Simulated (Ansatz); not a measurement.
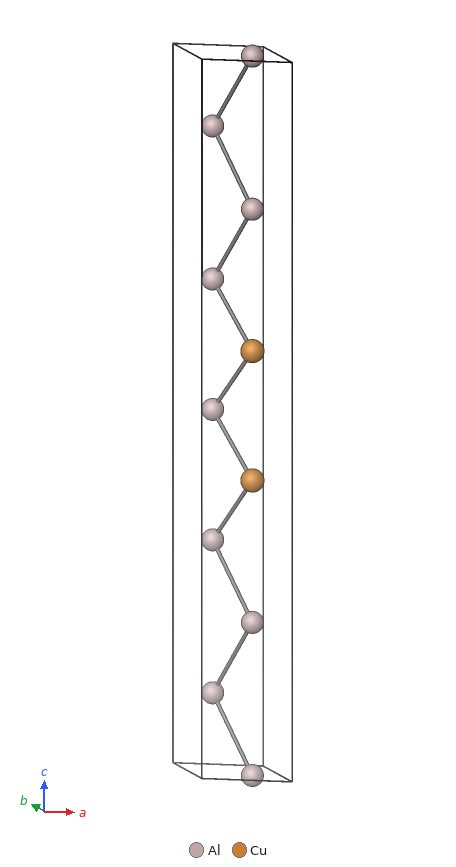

View slightly off an axis, drawn as a ball-and-stick model. The lines enclose the conventional unit cell; boundary atoms appear with their images.

Al4Cu, space group P-6m2 (No. 187), a = 2.824 Å, b = 2.824 Å, c = 22.431 Å, α = 90.00°, β = 90.00°, γ = 120.00°. The structure comes from a structure type filled with these elements by a generator (whether the compound takes this form wasn't checked). Earlier steps of the study, as a rule a relaxation of our own, may have changed the cell and positions, so they can lie some per cent off the listed ones. It was the input of a calculation with Ansatz.

This one geometry was computed with Ansatz (DFT, plane waves, PAW) at three levels of theory: PBE, r2SCAN and LDA.

Question: Which level gives the highest pressure at this volume, and what does that say about its equilibrium volume?

Answer: Highest: PBE (0.0 GPa), which points to the largest equilibrium volume. Lowest, with the smallest volume: LDA (-4.8 GPa). Levels within 0.5 GPa of each other can't be told apart.

Question: How does the band gap change with the level of theory?

Answer: All levels give a metal.

Question: Collect the results in a table.

Answer:
| level | cutoff (eV) | k-mesh of the run's cell | gap (eV) | pressure (GPa) |
| --- | --- | --- | --- | --- |
| PBE | 420 | 18×18×2 | metal | 0.0 |
| r2SCAN | 500 | 18×18×2 | metal | -3.4 |
| LDA | 420 | 18×18×2 | metal | -4.8 |

Gaps are taken on the k-mesh or band path of each run.
